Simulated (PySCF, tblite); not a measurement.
# C5H10N2Si: geometry, infrared bands and NMR shifts

Aim: predict the infrared bands and NMR shifts of C5H10N2Si (`C[SiH](C)n1cccn1`).

Computed with tblite 0.8.0 and PySCF 2.14.0, with density-fitted response routines of our own, on a single molecule in the gas phase. Atoms are numbered from 0 throughout.

## 1. The starting structure

18 atoms, charge 0, multiplicity 1; geometry from: force field or distance geometry start.

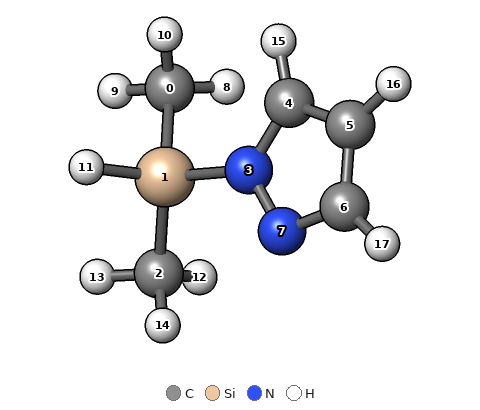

As it starts; carbon grey, silicon light orange, nitrogen blue, hydrogen white, atoms numbered; sticks join atoms by distance.

## 2. Relaxing the molecule with GFN2-xTB

Job settings and geometry (Å):

```
{"job": {"kind": "relax", "xc": "GFN2-xTB", "basis": "xTB"}, "charge": 0, "multiplicity": 1}
C     -1.347800     1.827500     0.041700
Si    -1.036200     0.031100     0.474700
C     -2.209500    -1.107000    -0.363700
N      0.682000    -0.318500     0.127700
C      1.705700     0.561100     0.094300
C      2.868100    -0.135400    -0.218700
C      2.517600    -1.453000    -0.348600
N      1.193800    -1.518300    -0.119700
H     -1.106900     2.034600    -1.005300
H     -2.402100     2.054200     0.317700
H     -0.685500     2.411300     0.701800
H     -1.338600    -0.055400     1.932300
H     -2.397800    -0.853900    -1.424500
H     -3.199900    -0.965700     0.122500
H     -1.961700    -2.160900    -0.202000
H      1.666700     1.633300     0.259800
H      3.863300     0.299100    -0.322300
H      3.179900    -2.277700    -0.577800
```

Launch:

```
$ OMP_NUM_THREADS=1 python probes_run.py task.json out
```

This one command runs all jobs of the session in turn.

**Question.** This job is followed by: GFN2-xTB harmonic vibrations, gas phase; GIAO PBE0/pcSseg-1 NMR shielding, non-relativistic, gas phase. Predict these results of the whole session: strongest single infrared mode (GFN2-xTB); zero-point energy (GFN2-xTB); 13C shifts against TMS (PBE0/pcSseg-1, means over atoms taken as alike); 1H shifts against TMS (PBE0/pcSseg-1, means over atoms taken as alike); 29Si shifts against TMS (PBE0/pcSseg-1); 15N shifts against NH3 (PBE0/pcSseg-1).

The runs gave:

| quantity | value |
| --- | --- |
| strongest single infrared mode (GFN2-xTB) | 2195 cm⁻¹, 324 km/mol |
| zero-point energy (GFN2-xTB) | 88.5 kcal/mol |
| 13C shifts against TMS (PBE0/pcSseg-1, means over atoms taken as alike) | 146.9, 137.5, 112.3, -2.3 ppm |
| 1H shifts against TMS (PBE0/pcSseg-1, means over atoms taken as alike) | 7.89, 7.56, 6.56, 5.39, 0.61 ppm |
| 29Si shifts against TMS (PBE0/pcSseg-1) | -6.4 ppm |
| 15N shifts against NH3 (PBE0/pcSseg-1) | 353.1, 236.9 ppm |

What this shows: Relaxing lowered the energy by 0.514 eV in 52 steps; the close pair that moved most is Si1–C2, from 1.837 to 1.892 Å. All 48 modes are real, so the xTB geometry is a minimum. The strongest single mode, at 2195 cm⁻¹, moves mainly H11. GFN2-xTB is a fitted tight-binding method: band positions and strengths are rough. Its intensities can rank the bands wrongly. At PBE0/pcSseg-1: The widest tensor belongs to N7: span 521 ppm, with a paramagnetic part of -408 ppm. NICS(1)zz of -32 ppm above the planar ring from N3 marks a diatropic (aromatic) ring current.
